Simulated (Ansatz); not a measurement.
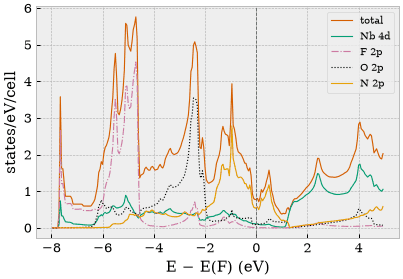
Total and projected density of states of NbNOF in space group Pmmm (No. 47; Nb on 1a, N on 1e, O on 1b, F on 1c), PBEsol (plane waves, PAW; program Ansatz)

Q: Which orbitals carry the states next to the Fermi level?

A: Within 0.5 eV of the Fermi level: N 2p 72 %, O 2p 14 %, Nb 4d 10 %. Projections are on Löwdin-orthogonalised atomic valence shells; empty p or d shells of many metals are not among them.

Q: Where is the tallest occupied peak in this window, and what makes it?

A: Near -4.7 eV, about 5.8 states/eV per cell; the largest projected share is F 2p.

The start of the workflow was typed in or built on a structure type; neither database checked (COD, Materials Project) lists it. Its standing as an ambient phase is unchecked. Symmetry was held in the PBEsol relaxation; its stability against distortions is not shown here. Spin order of the final state: ferromagnetic, chosen from 2 collinear starts compared on coarse meshes (ties went to the first, and starts can fall back to one state), not a proven ground state. No Hubbard U is applied. Scalar-relativistic: spin–orbit coupling is off unless named, which matters more the heavier the elements.

Potentials: the earlier of the program's two PAW sets. The files were generated under PBE; for other functionals the program regenerates the frozen cores, and for LDA and PBEsol the local potential too.
